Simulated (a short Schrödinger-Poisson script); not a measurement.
Structure: symmetric double-gate stack, SiO2 on p-type Si(111), at 300 K.

| layer | material | thickness (nm) | Na (cm⁻³) |
|---|---|---|---|
| 1 | SiO2 | 1.6 | - |
| 2 | Si | 4 | 6e16 |
| 3 | SiO2 | 1.6 | - |

The device is made up for the run: typed textbook-type constants, with dimensions and the other settings drawn at random. SiO2: permittivity 3.9, conduction-band edge (eV) 3.15, gap (eV) 9, electron mass (mₑ) 0.5. Si: permittivity 11.7, conduction-band edge (eV) 0, gap (eV) 1.124, Nv at 300 K (cm⁻³) 3.1e19.

Channel valleys (confinement mass, in-plane density-of-states mass, number): Δ6 0.258, 0.358, 6. At the gates, both at one voltage, the conduction-band edge of layer 1 lies 3.44 eV − eVg above the Fermi level of the channel. Gaps are held at their typed values at every temperature. Mesh 0.03 nm at interfaces.

From a short Schrödinger-Poisson script (our own, NumPy): 1D Poisson equation in equilibrium, electrons quantum, Hartree (BenDaniel-Duke, 12 states a valley, the channel's in-plane mass for all, wave functions ending at the dielectric), parabolic valleys, classical holes, full ionisation, no traps, pinning or gate leakage.

Only gate voltages with over 1e8 electrons/cm² are shown.

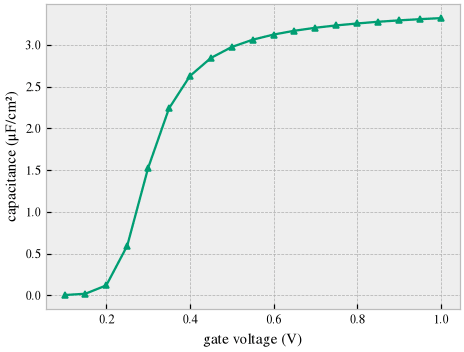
Figure. Quasi-static capacitance against gate voltage

```tsv
Vg (V)	electrons (cm⁻²)	C (μF/cm²)	Δ6 E0 (meV)	Δ6 E1 (meV)
0.1	4.22e8	< 0.003	282.2	555.3
0.15	2.91e9	0.0183	232.3	505.4
0.2	1.95e10	0.119	183.0	456.2
0.25	1.14e11	0.593	137.4	410.3
0.3	4.38e11	1.52	102.4	374.7
0.35	1.03e12	2.24	79.9	351.0
0.4	1.80e12	2.63	65.1	334.8
0.45	2.65e12	2.84	54.6	322.6
0.5	3.56e12	2.97	46.4	312.7
0.55	4.50e12	3.06	39.8	304.3
0.6	5.47e12	3.12	34.3	296.9
0.65	6.45e12	3.17	29.4	290.2
0.7	7.44e12	3.20	25.1	284.0
0.75	8.45e12	3.23	21.3	278.3
0.8	9.46e12	3.26	17.7	272.9
0.85	1.05e13	3.28	14.5	267.8
0.9	1.15e13	3.29	11.5	262.9
0.95	1.25e13	3.31	8.6	258.2
1	1.36e13	3.32	5.9	253.7
```

Subbands count from the Fermi level. The capacitance is that of both gates.
